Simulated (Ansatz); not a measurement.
Start from KTaO₃ in the cubic perovskite structure (space group Pm-3m, No. 221; a = 3.985 Å). Axes: x, y, z lie along the cube axes.

The change: biaxial strain +1.00 %, plane normal [111], relaxed out of plane (Cartesian); in-plane vectors clamped, the third vector and the atoms free.

The values are results of PBEsol/PAW in Ansatz (a program for electronic structure), no spin-orbit coupling, not measurements.

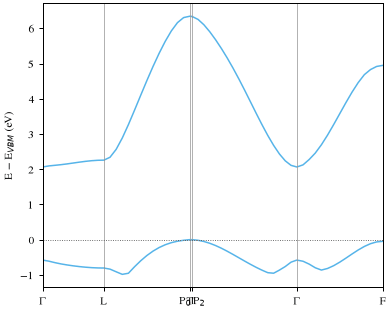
Fig. 1. Highest valence and lowest conduction band along the path of the changed cell's own zone

The gap is 2.06 eV, indirect, T → Γ; the base has 2.14 eV.

Spin-orbit coupling, missing from the scalar runs, can matter with Ta. Stability against distortions was not tested. k-point labels follow each cell's own Brillouin zone.
